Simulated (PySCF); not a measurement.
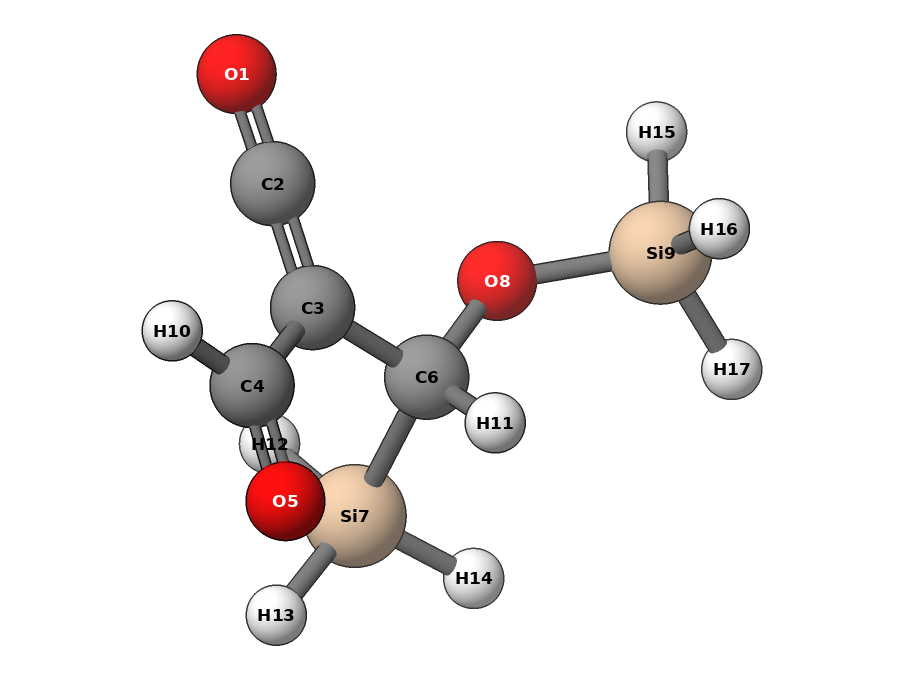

The computed structure is the end point of a GFN2-xTB optimisation. No frequency run is at hand to confirm it as a minimum. Electric field gradients from the ground-state density, PBE0/pcSseg-1 (PySCF 2.14.0), non-relativistic apart from any core potentials.

Give the largest field-gradient component, the quadrupole coupling constant and the asymmetry for 17O at O1 (Q = −25.6 mb), 17O at O5 (Q = −25.6 mb), 17O at O8 (Q = −25.6 mb).

| atom | V_zz (a.u.) | e²qQ/h (MHz) | η |
| --- | --- | --- | --- |
| O1 | −0.944 | 5.68 | 0.53 |
| O5 | −1.853 | 11.15 | 0.36 |
| O8 | 1.758 | −10.57 | 0.33 |

The geometry is semi-empirical. Around Si such bond lengths and angles can be off by a tenth of an ångström or more and by several degrees, and values that hang on the shape move with them.
